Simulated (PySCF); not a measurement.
# One shape, several levels: doublet [HNO2]+

We compute a comparison of 6 runs (U-r2SCAN/STO-3G, U-wB97X-V/STO-3G, UM06-2X/STO-3G, UPBE0/STO-3G, USVWN5/STO-3G, UCCSDT/STO-3G) of doublet [HNO2]+. The job is set up through a Python script.

The calculation is run with PySCF 2.14.0.

11 further runs of the same task are left out: 11 set aside as unsound or not needed.

## 1. The system as given

[HNO2]+: 4 atoms, total charge +1, spin state doublet. SMILES of the parent species: `O=NO`. The shape is that of a GFN2-xTB optimisation. That shape belongs to the parent species and isn't relaxed for this state.

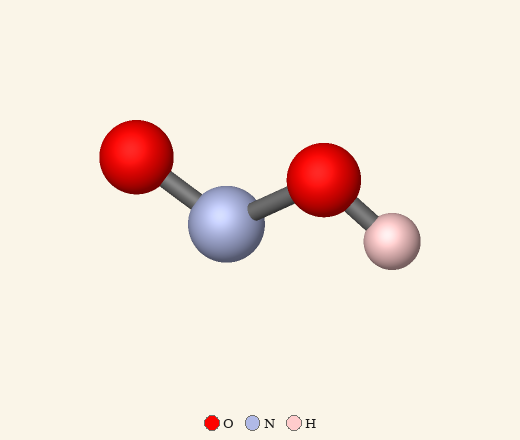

The structure, seen from a chosen angle (oxygen red, nitrogen light blue, hydrogen pink).

## 2. The energy at U-r2SCAN/STO-3G (run 1)

The input, run.py:

```python
from pyscf import gto, dft

mol = gto.M(
    atom='''
O      0.802567     0.086342     2.780373
N      0.603408    -0.777471     0.731853
O     -0.675142     0.785956    -0.954992
H     -0.730814    -0.094826    -2.557234
''',
    max_memory=1860,
    basis='sto-3g',
    spin=1,
    unit='bohr',
    charge=1,
    verbose=3,
)

mf = dft.UKS(mol)
mf.xc = 'r2scan'
mf.conv_tol = 1e-10
mf.grids.level = 5
mf.kernel()
if not mf.converged:
    mf = mf.newton().run(mf.mo_coeff, mf.mo_occ)

energy = mf.e_tot
print('E = %.10f Eh' % energy)
```

On the command line:

```console
$ OMP_NUM_THREADS=1 python run.py
```

The log of the run:

```text
WARN: HOMO -0.23232757209371 >= LUMO -0.232327572093709

converged SCF energy = -202.523436945548  <S^2> = 0.75570049  2S+1 = 2.0056924
E = -202.5234369455 Eh
```

Wall time 6.6 s (1 thread of Arm Neoverse V1, shared host); peak memory 0.2 GiB.

## 3. A single-point energy at U-wB97X-V/STO-3G (run 2)

The input, input.xyz:

```xyz
4

O      0.424700     0.045690     1.471310
N      0.319310    -0.411420     0.387280
O     -0.357270     0.415910    -0.505360
H     -0.386730    -0.050180    -1.353230
```

The input, calc.py:

```python
from pyscf import gto, dft

mol = gto.M(
    atom='input.xyz',
    charge=1,
    spin=1,
    basis='sto-3g',
    verbose=4,
    max_memory=1860,
)

mf = dft.UKS(mol)
mf.xc = 'wb97x-v'
mf.conv_tol = 1e-10
mf.grids.level = 5
mf.nlcgrids.level = 1
mf.kernel()
if not mf.converged:
    mf = mf.newton().run(mf.mo_coeff, mf.mo_occ)

energy = mf.e_tot
print('E(%s) = %.9f' % ('WB97X-V', energy))
```

On the command line:

```console
$ OMP_NUM_THREADS=1 python calc.py
```

The log of the run:

```text
PySCF version 2.14.0

[... 64 lines left out ...]
WARN: HOMO -0.220734820823709 >= LUMO -0.220734820823708
[... 62 lines left out ...]
converged SCF energy = -202.537320305377  <S^2> = 0.76058904  2S+1 = 2.0105612
E(WB97X-V) = -202.537320305
```

It took 22 s on 1 thread of Arm Neoverse V1, shared host; peak memory 0.2 GiB.

Runs 3 to 5 aren't shown in full; the table further down has their settings and results.

## 4. The energy at UCCSDT/STO-3G (run 6)

The input, input.py:

```python
from pyscf import gto, cc

mol = gto.Mole()
mol.atom = '''
O      0.802567     0.086342     2.780373
N      0.603408    -0.777471     0.731853
O     -0.675142     0.785956    -0.954992
H     -0.730814    -0.094826    -2.557234
'''
mol.verbose = 3
mol.max_memory = 1860
mol.unit = 'bohr'
mol.spin = 1
mol.charge = 1
mol.basis = 'sto-3g'
mol.build()

mf = mol.UHF()
mf.conv_tol = 1e-10
mf.kernel()
if not mf.converged:
    mf = mf.newton().run(mf.mo_coeff, mf.mo_occ)

mycc = cc.CCSDT(mf, frozen=3)
mycc.kernel()
e_tot = mycc.e_tot
print(f'total energy: {e_tot:.8f} hartree')
```

On the command line:

```console
$ OMP_NUM_THREADS=1 python input.py
```

The log of the run:

```text
converged SCF energy = -201.622735758945  <S^2> = 0.96223869  2S+1 = 2.2020342
_make_eris_incore_UCCSDT

WARN: A large `blksize_v_aaa` is being used, which may cause large memory consumption
      for storing contraction intermediates. If memory is sufficient, consider using
      `pyscf.cc.uccsdt_highm.UCCSDT` instead.

WARN: A large `blksize_v_aab` is being used, which may cause large memory consumption
      for storing contraction intermediates. If memory is sufficient, consider using
      `pyscf.cc.uccsdt_highm.UCCSDT` instead.

UCCSDT converged
E(UCCSDT) = -201.8411374565282   E_corr = -0.2184016975836001
E_corr(same-spin) = -0.0443040661332845
E_corr(oppo-spin) = -0.174097631450316
total energy: -201.84113746 hartree
```

Run time: 4.2 s. Hardware: 1 thread of Arm Neoverse V1, shared host; peak memory 0.12 GiB.

## 5. The series

```tsv
run	level	nlc grid	integration grid	energy (Eh)	HOMO energy (eV)	LUMO energy (eV)	⟨S²⟩	wall time
1	U-r2SCAN/STO-3G	–	5	-202.523437	-15.91	-13.70	0.756	6.6 s
2	U-wB97X-V/STO-3G	1	5	-202.537320	-19.69	-10.06	0.761	22 s
3	UM06-2X/STO-3G	–	5	-202.558439	-18.85	-11.36	0.762	7.5 s
4	UPBE0/STO-3G	–	5	-202.391810	-17.34	-12.54	0.760	4.5 s
5	USVWN5/STO-3G	–	5	-201.068229	-15.13	-13.90	0.752	2.7 s
6	UCCSDT/STO-3G	–	–	-201.841137	-21.92	-6.32	0.962	4.2 s
```

## 6. What came out

| quantity | value |
| --- | --- |
| run 6: total energy | -201.84114 Eh |
| run 6: HOMO energy (Hartree–Fock orbitals) (highest over α and β) | -21.92 eV |
| run 6: LUMO energy (Hartree–Fock orbitals) (lowest over α and β) | -6.32 eV |
| run 6: correlation energy (3 core orbitals frozen) | -218.4 mEh |
| run 6: ⟨S²⟩ of the reference determinant | 0.962 |
| run 6: T1 diagnostic | 0.062 |

What this shows: Totals of different functionals can't be ranked against each other. In runs 1, 2, 3, 4, 5, 6 the basis is minimal, so the values are rough. Spin contamination of the reference: run 6 ⟨S²⟩ = 0.96. All runs together took 48 s, the longest 22 s.
